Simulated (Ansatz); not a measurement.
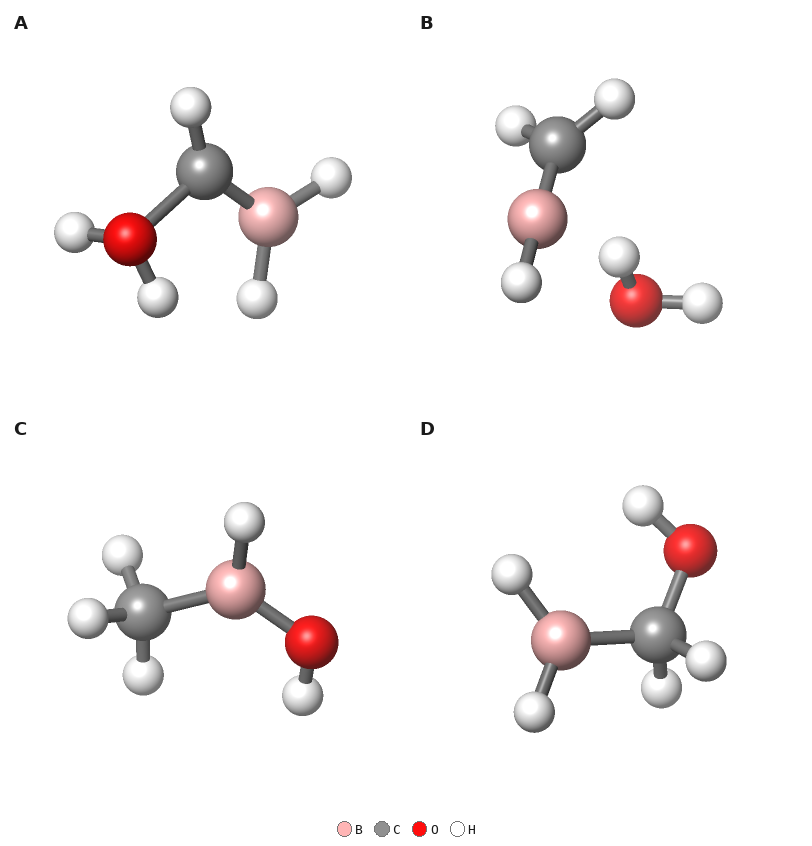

4 stationary structures of one formula. Geometries: PBE0-D4/def2-TZVP. Electronic energies: RHF-CCSD(T) (frozen core)/def2-TZVPP (Ansatz 0.2.0), without zero-point energy. No frequency run is at hand to confirm each as a minimum. Each is one conformer, not always the lowest.

Which is lowest in energy, and by how much?

C is lowest (Cs); D lies 252.0 kJ/mol above it (Cs), B lies 328.0 kJ/mol above it (C1), A lies 437.2 kJ/mol above it (C1).
